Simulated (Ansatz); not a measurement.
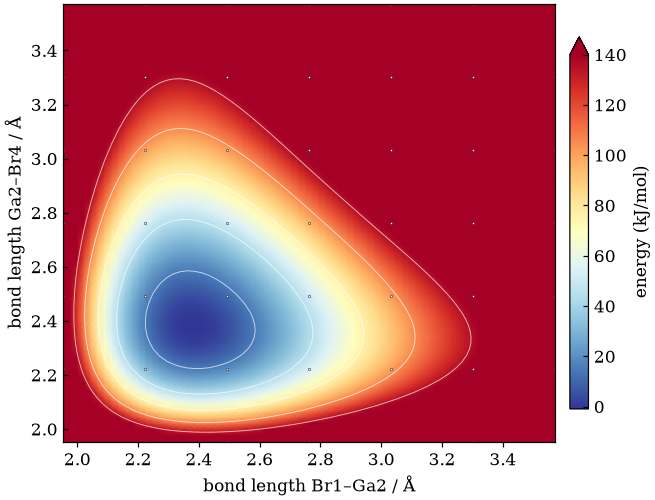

Br4Ga, SMILES [Br][Ga-]([Br])([Br])[Br], charge −1. First axis: bond length Br1–Ga2. Second axis: bond length Ga2–Br4. Nothing is relaxed (all other coordinates rigid). The scan uses a 7 × 7 grid; 28 points were computed and 21 follow by symmetry. Energies: kJ/mol, counted from the relaxed molecule at the same level. The reference is spin-restricted, which grows unreliable where a bond is stretched far. Theory: Ansatz, RHF/def2-SVPD.

In the figure: a smooth colour map with a few white contour lines, dots at the grid points, one colour for all values above the top of the scale. Between grid points the surface is interpolated.

> Where is the minimum, and how stiff is the well along each coordinate?

The interpolated minimum is at bond length Br1–Ga2 ≈ 2.38 Å, bond length Ga2–Br4 ≈ 2.38 Å. The curvatures there are about 12 eV/Å² and 12 eV/Å², with a cross term of about 0.8 eV/Å². Round the minimum the two coordinates are weakly coupled (coupling 0.07 in units of the two stiffnesses). (1 eV is 96.5 kJ/mol.)
